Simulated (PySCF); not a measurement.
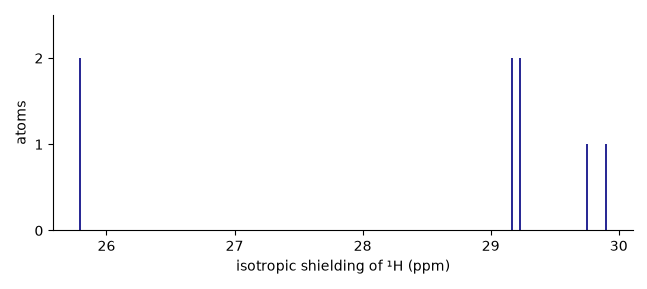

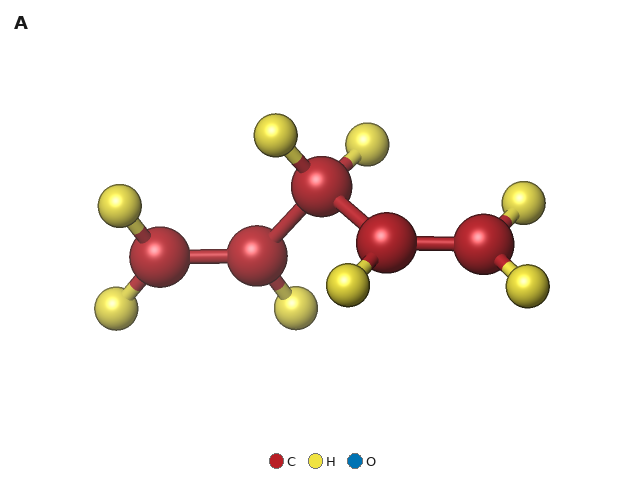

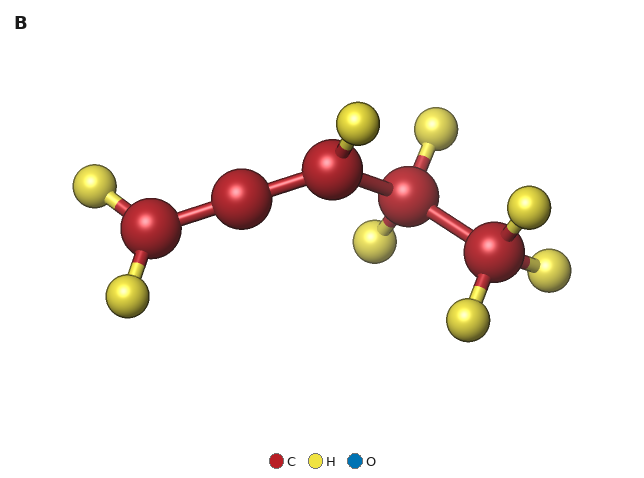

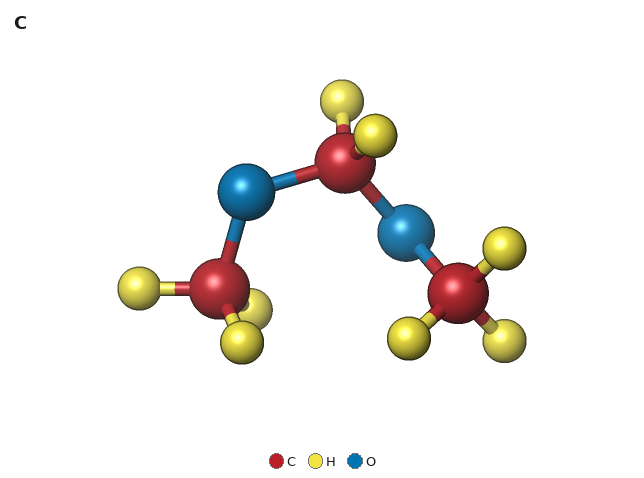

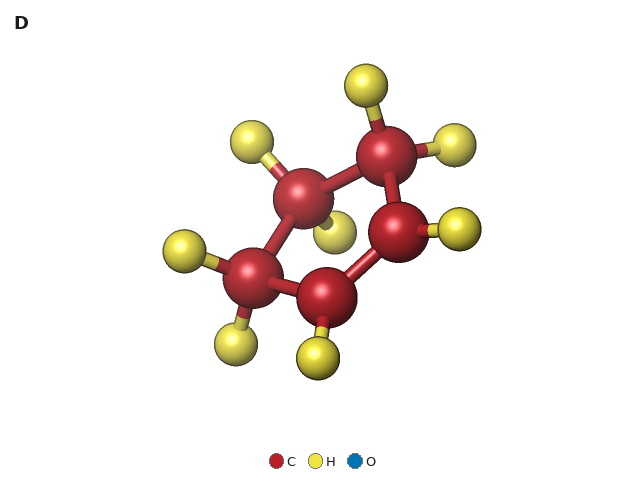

The sticks are computed shieldings of one of the molecules, for one fixed geometry (GFN2-xTB) without averaging over rotations. Low shielding means a high chemical shift. Method: GIAO PBE0/pcSseg-1 NMR shielding, non-relativistic, gas phase (PySCF 2.14.0).

Match the spectrum to a structure.

Answer. D, `C1=CCCC1`. Its 8 H atoms give lines at 25.79 (2 atoms), 29.17 (2 atoms), 29.23 (2 atoms), 29.75, 29.90 ppm.
